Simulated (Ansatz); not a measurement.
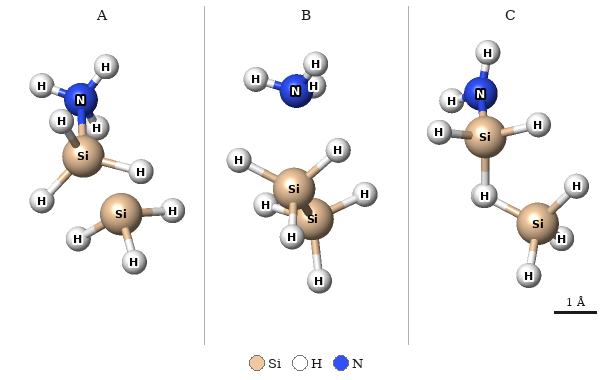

Three geometries of Si2NH9: a saddle point and the two relaxed ends that it joins, in shuffled order. Style: ball-and-stick. Shown from a free direction. Sticks join atoms that are closer than about 1.2 times the sum of their covalent radii (a little more with hydrogen).

Stationary points at PBE0-D4/def2-TZVP, single-point energies with CCSD(T)/CBS, r2SCAN0-D4, wB97X-V (def2-TZVPP where no basis is named; Ansatz 0.2.0). The energies are electronic, without zero-point or thermal terms, and both ends are the relaxed geometries reached downhill from the saddle, with any fragments still in contact. CCSD(T)/CBS stands for a frozen-core estimate: MP2 correlation extrapolated from def2-TZVPP and def2-QZVPP, CCSD(T) minus MP2 from the smaller set.

### Identify the saddle point and describe the reaction.

Frame A is the saddle point. Counted by bonded pieces, B holds NH₃ + Si₂H₆ and C holds SiH₄ + SiH₅N. From B over the saddle to C, bonds form: N–Si (3.11 → 1.87 → 1.72 Å), H–Si (3.29 → 2.20 → 1.48 Å). Bonds break: Si–Si (2.34 → 3.03 → 4.13 Å), H–N (1.01 → 1.10 → 3.43 Å). The saddle has one imaginary mode, 343i cm⁻¹. The end C keeps a soft imaginary mode of 24i cm⁻¹, so it isn't quite a minimum. With CCSD(T)/CBS the barrier is 1.91 eV from B and 2.23 eV from C, and C lies 0.32 eV below B.

```tsv
level	barrier from B (eV)	barrier from C (eV)	C less B (eV)
CCSD(T)/CBS	1.91	2.23	−0.32
r2SCAN0-D4	1.81	2.08	−0.26
wB97X-V	1.95	2.24	−0.29
```

Against CCSD(T)/CBS, wB97X-V comes closest on the barrier from B (+0.04 eV) and r2SCAN0-D4 misses most (−0.09 eV).

Limits of the set-up: the start holds two separate molecules, 2.9 Å apart at their closest, whose relative position is a soft coordinate.
